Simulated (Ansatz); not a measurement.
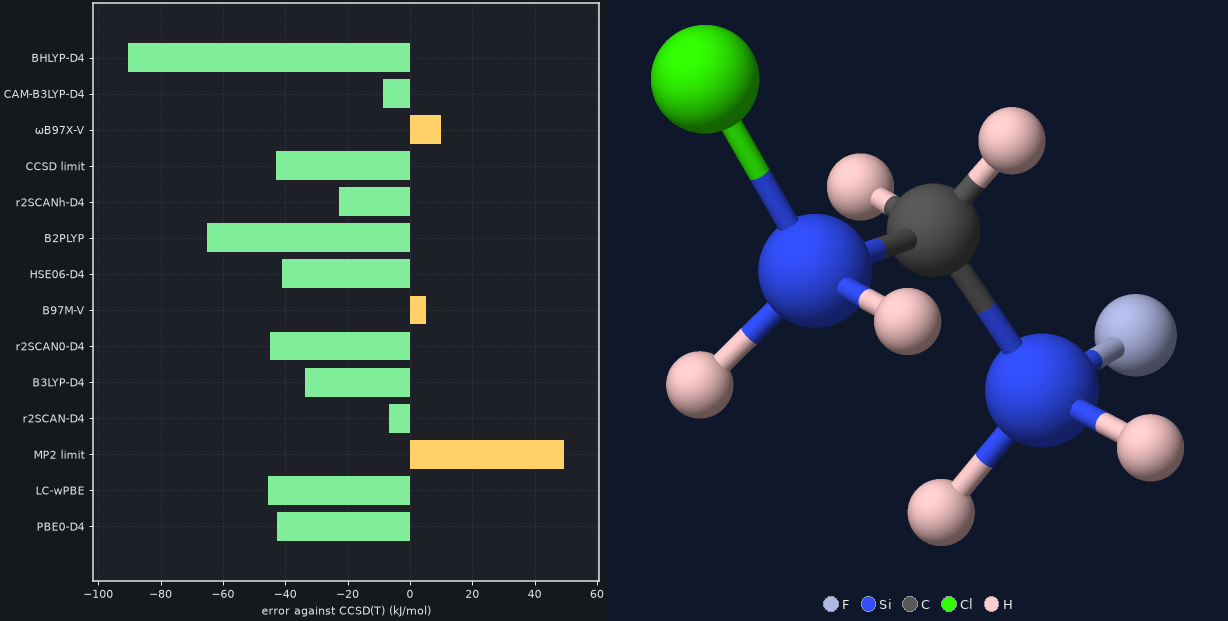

Error in the electronic atomisation energy (method less reference, so positive means overbinding) of CH₆ClFSi₂, SMILES F[SiH2]C[SiH2]Cl: functionals in def2-TZVPP against frozen-core CCSD(T) at the limit (MP2 extrapolated from triple and quadruple zeta, plus CCSD(T) less MP2 in a smaller set), which gives 3840.6 kJ/mol, at a PBE0-D4/def2-TZVP geometry (a minimum by its frequencies), no zero-point or spin-orbit term, the Ansatz code. The reference leaves out core correlation, a term that grows with the number of heavy atoms. B2PLYP holds a correlation term that converges slowly with the basis, so part of the distance to the limit is basis error. No dispersion term is added to B2PLYP and LC-wPBE. Limit means the basis limit.

**Which of these levels overbind, and which underbind?**

Overbind: MP2 limit. Underbind: BHLYP-D4, CCSD limit, B2PLYP, HSE06-D4, r2SCAN0-D4, B3LYP-D4, LC-wPBE and PBE0-D4. Within 25 kJ/mol of zero, too close to call in view of what the reference leaves out: CAM-B3LYP-D4, ωB97X-V, r2SCANh-D4, B97M-V and r2SCAN-D4.

**What range do the values span?**

From −90.4 kJ/mol (BHLYP-D4) to 49.6 kJ/mol (MP2 limit).

Caveats, for all or some of the runs: one conformer of a flexible molecule.
